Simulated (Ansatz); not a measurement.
TiO2, space group I4_1/amd:1 (No. 141), a = 3.872 Å, b = 3.872 Å, c = 9.616 Å, α = 90.00°, β = 90.00°, γ = 90.00°

```csv
site,Wyckoff,x,y,z
Ti,4a,0.0000,0.0000,0.0000
O,8e,0.5000,0.5000,0.2868
```

The structure is the input geometry of an electronic-structure calculation and need not be at equilibrium.

Describe the coordination of Ti.

Answer. TiO6: a clearly distorted octahedron (coordination number 6, S = 2.17; next best trigonal prism, S = 12.7). Bonds: 4 × Ti–O 1.97 Å and 2 × Ti–O 2.05 Å. The next neighbour, not counted, lies at 3.09 Å.

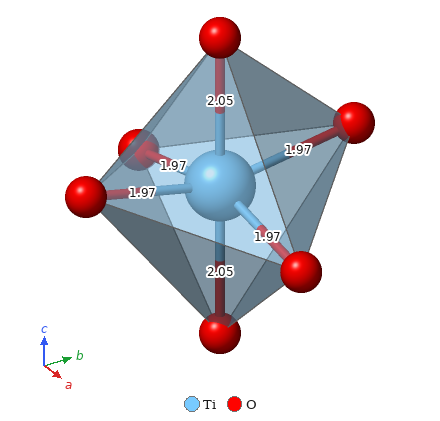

The polyhedron about Ti. The shape measure S (0 to 100) is the computed least-squares distance from an ideal polyhedron; S = 0 means ideal.
